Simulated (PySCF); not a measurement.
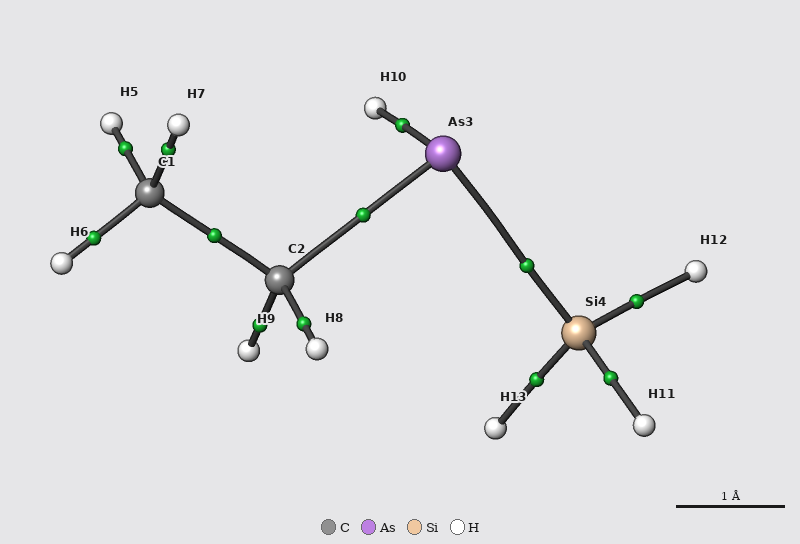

Figure 1: C2H9AsSi, SMILES `CC[AsH][SiH3]`. Molecular graph of the electron density (QTAIM): bond paths, bond critical points (green), ring points (magenta, if any); weak paths are dashed.

PySCF calculation, PBE/def2-TZVP, gas phase; geometry: GFN2-xTB. No frequency check shows the geometry to be a minimum. GFN2-xTB bond lengths at metals and heavier atoms can be off by up to 0.1 Å and shapes distorted, which carries into these values.

How many critical points of each kind are there, and does the count close?

13 nuclei, 12 bond, 0 ring and 0 cage critical points: 13 − 12 + 0 − 0 = 1, as the Poincaré–Hopf relation requires.

Give the properties at the bond critical points.

```csv
bond,length (Å),ρ (a.u.),∇²ρ (a.u.),ε,H (a.u.)
C1–H7,1.090,0.276,−0.92,0.01,−0.275
C1–H5,1.091,0.276,−0.92,0.01,−0.274
C2–H9,1.093,0.276,−0.92,0.01,−0.273
C1–H6,1.090,0.276,−0.92,0.01,−0.274
C2–H8,1.095,0.274,−0.91,0.01,−0.270
C1–C2,1.524,0.241,−0.56,0.01,−0.202
As3–H10,1.510,0.149,−0.10,0.05,−0.104
C2–As3,1.993,0.129,−0.07,0.03,−0.072
Si4–H12,1.467,0.122,+0.17,0.02,−0.075
Si4–H11,1.470,0.122,+0.17,0.02,−0.075
Si4–H13,1.470,0.121,+0.17,0.02,−0.075
As3–Si4,2.324,0.094,−0.14,0.03,−0.062
```

What kind of interaction is C1–H7?

Shared-shell (covalent): ρ = 0.276, ∇²ρ = −0.92, H = −0.275 a.u.
